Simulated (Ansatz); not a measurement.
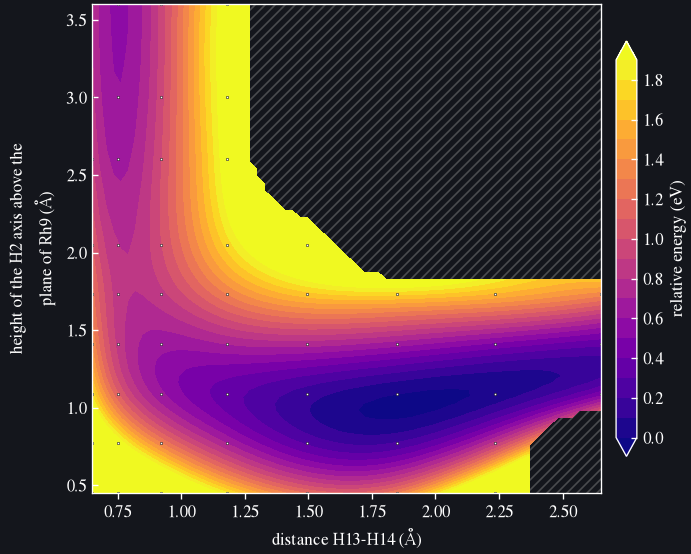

Energy landscape of H₂ on a Rh(111) slab cut from the Fm-3m phase, its upper half relaxed before the scan (12 atoms of substrate and one adsorbate in a 2 × 2 cell). H2 lies flat over one site of a rigid substrate while its bond length and height are varied; it sits over a bridge site, heights counted from the top plane, its axis along a direction equivalent to the long diagonal of the hexagonal surface cell. The first coordinate is: distance H13-H14; the second: height of the H2 axis above the plane of Rh9. The grid has 8 × 9 points. At 17 points there is no value (left out: too close to the surface, or the stretched molecule far from it). Points are written as (first, second). Energies: eV, counted from the lowest grid point. Theory: DFT PBE, scalar-relativistic, plane waves, PAW in Ansatz 0.2.0. Settings: cutoff 420 eV, k-mesh 6×6×1, gaussian smearing 0.1 eV, no spin polarisation.

The picture shows filled contours, dots at the grid points, one colour for all values above the top of the scale, hatched blanks where no value was computed. Between grid points the surface is interpolated. 

Question: Summarise what can be read from the map.

Answer: The lowest grid point is at (1.849 Å, 1.09 Å). It is the only kind of minimum in the scanned range. The highest grid point, (0.650 Å, 0.45 Å), lies 4.72 eV above the lowest. On the interpolated surface the lowest path from the intact molecule far from the surface, (0.750 Å, 3.60 Å), to the well of the stretched molecule, about (1.88 Å, 1.02 Å), has its top at about (0.81 Å, 1.83 Å), about 0.23 eV above the start and 0.84 eV above the end.

Grid values (eV):

```
second ↓, first →  0.650  0.750  0.919  1.181  1.495  1.849  2.235  2.650
             3.60   0.79   0.57   0.92   2.05      –      –      –      –
             3.00   0.83   0.61   0.95   2.05      –      –      –      –
             2.60   0.90   0.67   0.98   2.02      –      –      –      –
             2.05   1.10   0.80   0.99   1.74   2.47      –      –      –
             1.73   1.23   0.85   0.86   1.29   1.65   1.71   1.57   1.34
             1.41   1.38   0.87   0.64   0.70   0.74   0.64   0.47   0.32
             1.09   1.77   1.11   0.63   0.35   0.15   0.00   0.03   0.44
             0.77   2.86   2.06   1.31   0.69   0.28   0.21   0.85      –
             0.45   4.72   3.77   2.77   1.81   1.19   1.29   2.97      –
```

Each point was launched as `ansatz run input.yaml --threads 4 --pin off --max-ram 12288MiB --backend cpu --events-out ev --progress --plain --runs-dir out`. The whole map (55 points run) took 44 min on 4 threads of Arm Neoverse N1 (shared host).

PAW datasets: the set soft_1.
